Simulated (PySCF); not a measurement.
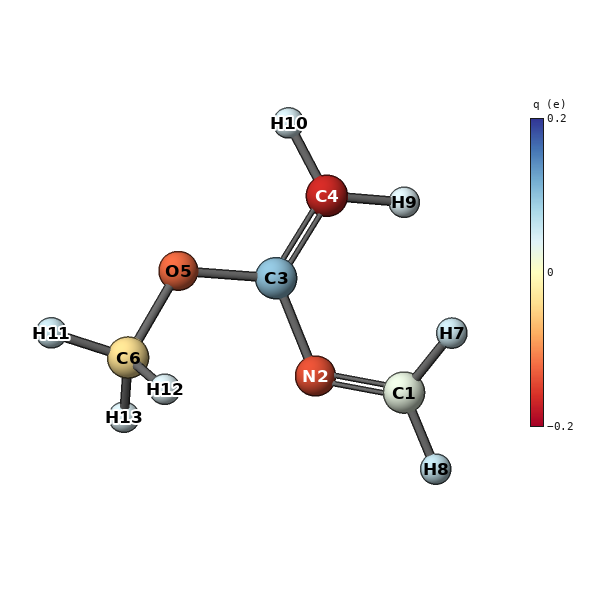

Atoms are coloured by their Hirshfeld charges. The geometry was computed by an optimisation with PBE0-D3(BJ)/def2-SVP. No frequency run is at hand to confirm it as a minimum. Level of theory: PBE0/6-311+G(2d,p), gas phase (PySCF 2.14.0).

Q: Which atom carries the highest charge (most positive or least negative)?

A: C3 (0.10 e).

Q: And the lowest?

A: C4 (−0.16 e).

Give the Hirshfeld charges atom by atom.

```tsv
atom	value (e)
C1	0.03
N2	−0.14
C3	0.10
C4	−0.16
O5	−0.12
C6	−0.04
H7	0.05
H8	0.06
H9	0.04
H10	0.04
H11	0.05
H12	0.04
H13	0.04
```
